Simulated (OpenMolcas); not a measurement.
**SiCl (SMILES [Si]Cl): a chain of runs**

Wanted: a single-point energy (ROHF/ANO-RCC-MB), then a single-point energy (CASSCF(3,3)/ANO-RCC-VDZP) of SiCl. 

The calculation is run with OpenMolcas 26.06.

### 1 Starting point

SiCl: 2 atoms, total charge 0, spin state doublet. SMILES: `[Si]Cl`. The shape is that of a PBE0-D4/def2-TZVP optimisation.

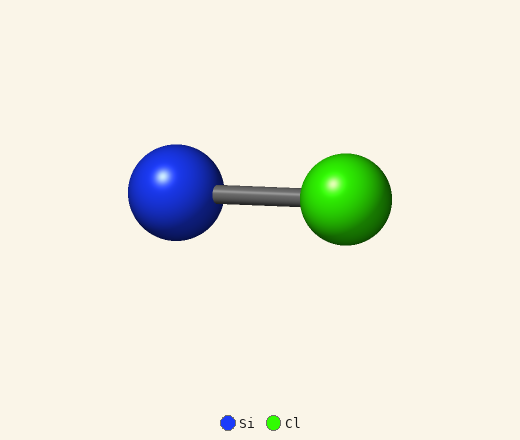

The structure, seen from a chosen angle (silicon blue, chlorine green).

### 2 A single-point energy at ROHF/ANO-RCC-MB (DKH2) (run 1)

Contents of struct.xyz:

```xyz
2

Si     0.881810    -0.293660     0.452120
Cl    -0.881810     0.293660    -0.452120
```

Contents of step1.inp:

```
>>> EXPORT MOLCAS_PRINT=2

&GATEWAY
  Coord=struct.xyz
  Basis=ANO-RCC-MB
  Group=NoSym

&SEWARD

&SCF
  UHF
  Spin=2
  PrOrbitals=0

&RASSCF
  FileOrb=$Project.UnaOrb
  Spin=2
  Nactel=1 0 0
  Inactive=15
  Ras2=1
  OutOrbitals=Canonical
  OrbListing=Nothing
```

Started as:

```
$ export MOLCAS_MEM=1860
$ pymolcas step1.inp > step1.log
```

The program printed, cut to the lines that bear on the results:

```text
--- Start Module: gateway ---
[...]
--- Stop Module: gateway /rc=_RC_ALL_IS_WELL_ ---
[...]
      Basis functions           18
[...]
--- Start Module: scf ---
[...]
       Convergence after   9 Iterations
[...]
::    Total SCF energy                               -750.3874768084
[...]
      Total spin, S                                     0.5012106342
[...]
--- Stop Module: scf /rc=_RC_ALL_IS_WELL_ ---
--- Start Module: rasscf ---
[...]
      Number of active orbitals                  1
[...]
      Spin quantum number                      0.5
[...]
      Active orbitals                            1
[...]
      Number of CSFs                             1
[...]
      Number of root(s) required                 1
[...]
      Convergence after  7 iterations
[...]
      printout of CI-coefficients larger than  0.05 for root  1
      energy=    -750.387053
      conf/sym  1     Coeff  Weight
             1  u   1.00000 1.00000
      Natural orbitals and occupation numbers for root  1
      sym 1:   1.000000
      ************************************************************************************************************************
      *                                                    Final results                                                     *
[...]
::    RASSCF root number  1 Total energy:   -750.38705343
[...]
      Total electronic charge=   31.000000
      Total            charge=   -0.000000
[...]
      Dipole Moment (debye):
      Origin of the operator (angstrom)=   -0.0980    0.0326   -0.0502
                   X=  1.8380E+00               Y= -6.1211E-01               Z=  9.4240E-01           Total=  2.1543E+00
      Quadrupole Moment (debye*angstrom):
[...]
--- Stop Module: rasscf /rc=_RC_ALL_IS_WELL_ ---
[...]
```

It took 2.4 s on 1 thread of Arm Neoverse V2, shared host; peak memory 0.37 GiB.

### 3 The energy at CASSCF(3,3)/ANO-RCC-VDZP (DKH2) (run 2)

struct.xyz is that of step 2.

Contents of step2.inp:

```
* ClSi CASSCF

&GATEWAY
  Coord
  struct.xyz
  Basis
  ANO-RCC-MB
  Group
  NoSym

&SEWARD

&RASSCF
  FileOrb
  $CurrDir/step1.RasOrb
  Alter
  2
  1 12 15
  1 17 18
  Spin
  2
  Nactel
  3 0 0
  Inactive
  14
  Ras2
  3
  OrbListing
  Nothing
>>> COPY $Project.RunFile RUNFIL1
>>> COPY $Project.RasOrb INPORB

&GATEWAY
  Coord
  struct.xyz
  Basis
  ANO-RCC-VDZP
  Group
  NoSym

&SEWARD
>>> COPY $Project.RunFile RUNFIL2

&EXPBAS

&RASSCF
  FileOrb
  $Project.ExpOrb
  Spin
  2
  Nactel
  3 0 0
  Inactive
  14
  Ras2
  3
  OrbListing
  Nothing
```

Started as:

```
$ export MOLCAS_MEM=1860
$ pymolcas step2.inp > step2.log
```

The program printed:

```text
--- Start Module: gateway ---

                                              &GATEWAY

                       available to each process: 1.9 GB of memory, 1 thread

++    Symmetry information:
      ---------------------

                    Character Table for C1

                             E
                    a        1  x, y, xy, Rz, z, xz, Ry, yz, Rx, I
--

++    Basis set information:
      ----------------------

      Basis set label: SI.ANO-RCC...3S2P.

      Electronic valence basis set:
      ------------------
      Associated Effective Charge  14.000000 au
      Associated Actual Charge     14.000000 au
      Nuclear Model: Point charge

      Shell  nPrim  nBasis  Cartesian Spherical Contaminant
         s      17       3        X
         p      12       2        X

      Basis set label: CL.ANO-RCC...3S2P.

      Electronic valence basis set:
      ------------------
      Associated Effective Charge  17.000000 au
      Associated Actual Charge     17.000000 au
      Nuclear Model: Point charge

      Shell  nPrim  nBasis  Cartesian Spherical Contaminant
         s      17       3        X
         p      12       2        X
--

++    Molecular structure info:
      -------------------------

                    ************************************************
                    **** Cartesian Coordinates / bohr, angstrom ****
                    ************************************************

     Center  Label                x              y              z                     x              y              z
        1      SI1              1.666379      -0.554937       0.854383              0.881810      -0.293660       0.452120
        2      CL2             -1.666379       0.554937      -0.854383             -0.881810       0.293660      -0.452120
--

            Nuclear Potential Energy             60.92761398 au

--- Stop Module: gateway /rc=_RC_ALL_IS_WELL_ ---

--- Start Module: seward ---

                                              &SEWARD

                       available to each process: 1.9 GB of memory, 1 thread

               SEWARD will generate:
                  Multipole Moment integrals up to order  2
                  Kinetic Energy integrals
                  Nuclear Attraction integrals (point charge)
                  One-Electron Hamiltonian integrals
                  Velocity integrals
                  Relativistic Douglas-Kroll-Hess integrals:
                    - Parametrization         : EXP
                    - DKH order of Hamiltonian: 2
                    - DKH order of Properties : 0
                         - multipole moment operators
                         - electric potential operators
                         - contact operators
                  Orbital angular momentum around ( -0.1851   0.0616  -0.0949 )
                  Velocity quadrupole around ( -0.1851   0.0616  -0.0949 )
                  Atomic mean-field integrals
                  Two-Electron Repulsion integrals

                   Integrals are discarded if absolute value <: 1.00E-14
                   Integral cutoff threshold is set to       <: 1.00E-16

            Nuclear Potential Energy             60.92761398 au

      Basis set specifications :
      Symmetry species         a
      Basis functions           18

--- Stop Module: seward /rc=_RC_ALL_IS_WELL_ ---

--- Start Module: rasscf ---

                                              &RASSCF

                       available to each process: 1.9 GB of memory, 1 thread

      Header of the ONEINT file:
      --------------------------

      OrdInt status: non-squared

      Cartesian coordinates in angstrom:
      -----------------------------------------------------
      No.  Label        X            Y            Z
      -----------------------------------------------------
       1   SI1        0.88181000  -0.29366000   0.45212000
       2   CL2       -0.88181000   0.29366000  -0.45212000
      -----------------------------------------------------
      Nuclear repulsion energy =   60.92761398

++    Wave function specifications:
      -----------------------------

      Number of closed shell electrons          28
      Number of electrons in active shells       3
      Max number of holes in RAS1 space          0
      Max nr of electrons in RAS3 space          0
      Number of inactive orbitals               14
      Number of active orbitals                  3
      Number of secondary orbitals               1
      Spin quantum number                      0.5
      State symmetry                             1
--

++    Orbital specifications:
      -----------------------

      Symmetry species                           1
                                                 a
      Frozen orbitals                            0
      Inactive orbitals                         14
      Active orbitals                            3
      RAS1 orbitals                              0
      RAS2 orbitals                              3
      RAS3 orbitals                              0
      Secondary orbitals                         1
      Deleted orbitals                           0
      Number of basis functions                 18
--

++    CI expansion specifications:
      ----------------------------

      Number of CSFs                             8
      Number of determinants                     9
      Number of root(s) required                 1
      Root chosen for geometry opt.              1
      CI root used                               1

      highest root included in the CI            1
      max. size of the explicit Hamiltonian      8
--

++    Optimization specifications:
      ----------------------------

      RASSCF algorithm: Conventional
      Maximum number of macro iterations       200
      Maximum number of SX iterations          100
      Threshold for RASSCF energy            1.000E-08
      Threshold for max MO rotation          1.000E-01
      Threshold for max BLB element          1.000E-04
      Level shift parameter                  5.000E-01
      Make Quasi-Newton update
--

      The MO-coefficients are taken from the file:
      step1.RasOrb
      Title: RASSCF canonical orbitals for CASPT2

      Total molecular charge    0.00

      Molecular orbitals exchanged:
        In symmetry  1 :  12  15
        In symmetry  1 :  17  18

      ************************************************************************************************************************
      *                                            Wave function control section                                             *
      ************************************************************************************************************************

                                         RASSCF iterations: Energy and convergence statistics
                                         ----------------------------------------------------

          iter iter root      energy       change     param      element    value   shift minimum  type update hh:mm:ss
 Nr of preliminary CI iterations:   1
        1   1    4    1  -750.39015159    0.00E+00   1.09E-01*  11  17 1  3.99E-03*  0.37   0.00    SX    NO    0:00:00
        2   1    4    1  -750.39043975   -2.88E-04*  6.49E-02   12  17 1  2.25E-03*  0.37   0.00    SX    NO    0:00:00
        3   1    4    1  -750.39056677   -1.27E-04* -4.33E-02   12  17 1  1.59E-03*  0.37   0.00    SX    NO    0:00:00
        4   1    4    1  -750.39066561   -9.88E-05*  5.67E-02   12  17 1  1.36E-03*  0.37   0.00    SX    NO    0:00:00
        5   1    4    1  -750.39077863   -1.13E-04* -7.11E-02   12  17 1  1.34E-03*  0.37   2.50    LS   YES    0:00:00
        6   1    4    1  -750.39093888   -1.60E-04* -8.55E-02   12  17 1  1.18E-03*  0.37   2.50    LS   YES    0:00:00
        7   1    4    1  -750.39115611   -2.17E-04*  2.60E-01*  12  15 1  1.23E-03*  0.37   2.50    QN   YES    0:00:00
        8   1    4    1  -750.39062437    5.32E-04* -1.73E-01*  14  18 1 -1.01E-03*  0.37  -0.50    LS   YES    0:00:00
        9   1    4    1  -750.39094153   -3.17E-04*  1.67E-01*  12  15 1  1.02E-03*  0.37   2.50    LS   YES    0:00:00
       10   1    5    1  -750.39137359   -4.32E-04* -2.68E-01*  12  15 1  1.42E-03*  0.37   2.50    QN   YES    0:00:00
       11   1    4    1  -750.39074271    6.31E-04* -1.77E-01*  14  18 1 -1.26E-03*  0.37  -0.50    LS   YES    0:00:00
       12   1    4    1  -750.39112145   -3.79E-04*  1.71E-01*  12  15 1  1.21E-03*  0.37   2.50    LS   YES    0:00:00
       13   1    5    1  -750.39161804   -4.97E-04*  2.78E-01*  12  15 1  1.61E-03*  0.37   2.50    QN   YES    0:00:00
       14   1    4    1  -750.39087260    7.45E-04* -1.82E-01*  14  18 1 -1.59E-03*  0.37  -0.50    LS   YES    0:00:00
       15   1    5    1  -750.39131752   -4.45E-04*  1.74E-01*  12  15 1  1.38E-03*  0.37   2.50    LS   YES    0:00:00
       16   1    5    1  -750.39188116   -5.64E-04* -2.87E-01*  12  15 1  1.79E-03*  0.37   2.50    QN   YES    0:00:00
       17   1    4    1  -750.39101893    8.62E-04* -1.86E-01*  14  18 1 -1.97E-03*  0.37  -0.50    LS   YES    0:00:00
       18   1    5    1  -750.39153052   -5.12E-04* -1.77E-01*  12  15 1  1.55E-03*  0.37   2.50    LS   YES    0:00:00
       19   1    6    1  -750.39216020   -6.30E-04* -2.95E-01*  12  15 1  1.97E-03*  0.37   2.50    QN   YES    0:00:00
       20   1    5    1  -750.39117828    9.82E-04* -1.90E-01*  14  18 1 -2.34E-03*  0.37  -0.50    LS   YES    0:00:00
       21   1    5    1  -750.39175729   -5.79E-04* -1.79E-01*  12  15 1  1.71E-03*  0.37   2.50    LS   YES    0:00:00
       22   1    6    1  -750.39245191   -6.95E-04*  3.04E-01*  12  15 1  2.13E-03*  0.37   2.50    QN   YES    0:00:00
       23   1    5    1  -750.39134525    1.11E-03*  1.93E-01*  14  18 1 -2.66E-03*  0.37  -0.50    LS   YES    0:00:00
       24   1    5    1  -750.39199295   -6.48E-04* -1.81E-01*  12  15 1  1.86E-03*  0.37   2.50    LS   YES    0:00:00
       25   1    6    1  -750.39275101   -7.58E-04*  3.15E-01*  12  15 1  2.27E-03*  0.37   2.50    QN   YES    0:00:00
       26   1    5    1  -750.39151230    1.24E-03* -1.98E-01*  14  18 1 -2.92E-03*  0.37  -0.50    LS   YES    0:00:00
       27   1    6    1  -750.39223019   -7.18E-04* -1.84E-01*  12  15 1  2.00E-03*  0.37   2.50    LS   YES    0:00:00
[... 160 lines of this table left out ...]
      188   1    6    1  -750.39197269    2.15E-03*  2.38E-01*  12  17 1 -7.96E-03*  0.37  -0.50    LS   YES    0:00:00
      189   1    6    1  -750.39306438   -1.09E-03*  2.07E-01*  12  17 1 -4.61E-03*  0.37   2.50    LS   YES    0:00:00
      190   1    6    1  -750.39412473   -1.06E-03*  4.33E-01*  12  17 1 -3.41E-03*  0.37   2.50    QN   YES    0:00:00
      191   1    6    1  -750.39197269    2.15E-03*  2.38E-01*  12  17 1 -7.96E-03*  0.37  -0.50    LS   YES    0:00:00
      192   1    6    1  -750.39306438   -1.09E-03*  2.07E-01*  12  17 1 -4.61E-03*  0.37   2.50    LS   YES    0:00:00
      193   1    6    1  -750.39412473   -1.06E-03*  4.33E-01*  12  17 1 -3.41E-03*  0.37   2.50    QN   YES    0:00:00
      194   1    6    1  -750.39197269    2.15E-03*  2.38E-01*  12  17 1 -7.96E-03*  0.37  -0.50    LS   YES    0:00:00
      195   1    6    1  -750.39306438   -1.09E-03* -2.07E-01*  12  17 1 -4.61E-03*  0.37   2.50    LS   YES    0:00:00
      196   1    6    1  -750.39412473   -1.06E-03*  4.33E-01*  12  17 1 -3.41E-03*  0.37   2.50    QN   YES    0:00:00
      197   1    6    1  -750.39197269    2.15E-03*  2.38E-01*  12  17 1 -7.96E-03*  0.37  -0.50    LS   YES    0:00:00
      198   1    6    1  -750.39306438   -1.09E-03* -2.07E-01*  12  17 1 -4.61E-03*  0.37   2.50    LS   YES    0:00:00
      199   1    6    1  -750.39412473   -1.06E-03*  4.33E-01*  12  17 1 -3.41E-03*  0.37   2.50    QN   YES    0:00:00
      200   1    6    1  -750.39197269    2.15E-03* -2.38E-01*  12  17 1 -7.96E-03*  0.37  -0.50    LS   YES    0:00:00
      No convergence after200 iterations
      201   1    6    1  -750.39306438   -1.09E-03* -2.38E-01*  12  17 1 -4.61E-03*  0.37  -0.50    LS   YES    0:00:00

      ************************************************************************************************************************
                                                      Wave function printout:
                       occupation of active orbitals, and spin coupling of open shells (u,d: Spin up or down)
      ************************************************************************************************************************

      Note: transformation to natural orbitals
      has been made, which may change the order of the CSFs.

      printout of CI-coefficients larger than  0.05 for root  1
      energy=    -750.393064
      conf/sym  111     Coeff  Weight
             1  2u0   0.99688 0.99376
             8  0u2   0.07361 0.00542

      Natural orbitals and occupation numbers for root  1
      sym 1:   1.988345   1.000000   0.011655

      ************************************************************************************************************************
      *                                                    Final results                                                     *
      ************************************************************************************************************************

++    Final optimization conditions:
      ------------------------------

      Average CI energy                            -750.39306438
      RASSCF energy for state  1                   -750.39306438
      Super-CI energy                                -0.00025483
      RASSCF energy change                           -0.00109169
      Max change in MO coefficients               2.427E-01
      Max non-diagonal density matrix element    -2.382E-01
      Maximum BLB matrix element                 -4.606E-03
      (orbital pair  12,  17 in symmetry   1)
      Norm of electronic gradient            5.450E-03
--

      Final state energy(ies):
      ------------------------

::    RASSCF root number  1 Total energy:   -750.39306438
      Von Neumann Entropy (Root   1) =  0.55164

      Mulliken population analysis for root number:  1
      -----------------------------------------------

++    Molecular charges:
      ------------------

      Mulliken charges per centre
      ---------------------------

                SI1     CL2
      Total   13.6233 17.3767

      N-E      0.3767 -0.3767

      Total electronic charge=   31.000000

      Total            charge=   -0.000000
--

      Expectation values of various properties for root number:  1
      -----------------------------------------------------------

++    Molecular properties:
      ---------------------

      Charge (e):
                      =   -0.0000
      Dipole Moment (debye):
      Origin of the operator (angstrom)=   -0.0980    0.0326   -0.0502
                   X=  1.6132E+00               Y= -5.3722E-01               Z=  8.2711E-01           Total=  1.8908E+00
      Quadrupole Moment (debye*angstrom):
      Origin of the operator (angstrom)=   -0.0980    0.0326   -0.0502
                  XX= -2.8042E+01              XY=  8.4397E-01              XZ= -2.2909E+00              YY= -2.7798E+01
                  YZ= -5.4199E-01              ZZ= -2.5382E+01
      In traceless form (debye*angstrom)
                  XX= -1.4523E+00              XY=  1.2659E+00              XZ= -3.4364E+00              YY= -1.0861E+00
                  YZ= -8.1298E-01              ZZ=  2.5384E+00
--

      Mulliken spin population analysis for root number:  1
      ---------------------------------------------------

++    Molecular charges:
      ------------------

      Mulliken spin population per centre
      ---------------------------

                SI1     CL2
      Total    0.9857  0.0143

      Total electronic spin=    1.000000
--

      LoProp population analysis for root number:  1
      -----------------------------------------------

++    LoProp analysis:
      ----------------

++    Static properties:
      ------------------

      LoProp Charges per center

                   SI1      CL2
      Nuclear     14.0000  17.0000
      Electronic -13.7605 -17.2395

      Total        0.2395  -0.2395
--

      Natural Bond Order analysis for root number:  1

++    Natural Bond Order analysis
      ---------------------------
      Based on LoProp computed density
      -------------------------------------------------------------------------------------
      Atom A       Atom B       Bond Order
      -------------------------------------------------------------------------------------
      NBO located      0.996 non-bonded electrons on atom SI1
      NBO located      1.000 non-bonded electrons on atom SI1
      NBO located      0.999 non-bonded electrons on atom SI1
      NBO located      1.000 non-bonded electrons on atom SI1
      NBO located      1.000 non-bonded electrons on atom SI1
      NBO located      0.990 non-bonded electrons on atom CL2
      NBO located      0.999 non-bonded electrons on atom CL2
      NBO located      1.000 non-bonded electrons on atom CL2
      NBO located      1.000 non-bonded electrons on atom CL2
      NBO located      1.000 non-bonded electrons on atom CL2
      NBO located      1.000 non-bonded electrons on atom CL2
      The remaining    4.625 electrons are to be considered as diffuse
--

--

      Average orbitals are written to the RASORB file
      Natural orbitals for root   1 are written to the RASORB.1 file
      Spin density orbitals for root   1 are written to the SPDORB.1 file

--- Stop Module: rasscf /rc=_RC_NOT_CONVERGED_ ---
--- Module rasscf spent 4 seconds ---

.#######################.
.# Convergence problem #.
.#######################.

    Timing: Wall=5.02 User=4.05 System=0.94
```

Wall time 5.4 s (1 thread of Arm Neoverse V2, shared host); peak memory 0.37 GiB.

No converged result was reached.

### 4 Summary of results

```
                             quantity                      value
 run 1, ROHF/ANO-RCC-MB: total energy              -750.38705 Eh
run 1, ROHF/ANO-RCC-MB: dipole moment                     2.15 D
      run 2, CASSCF(3,3)/ANO-RCC-VDZP  no result (not converged)
```

**Reading.** 1 of the 2 runs did not end normally.
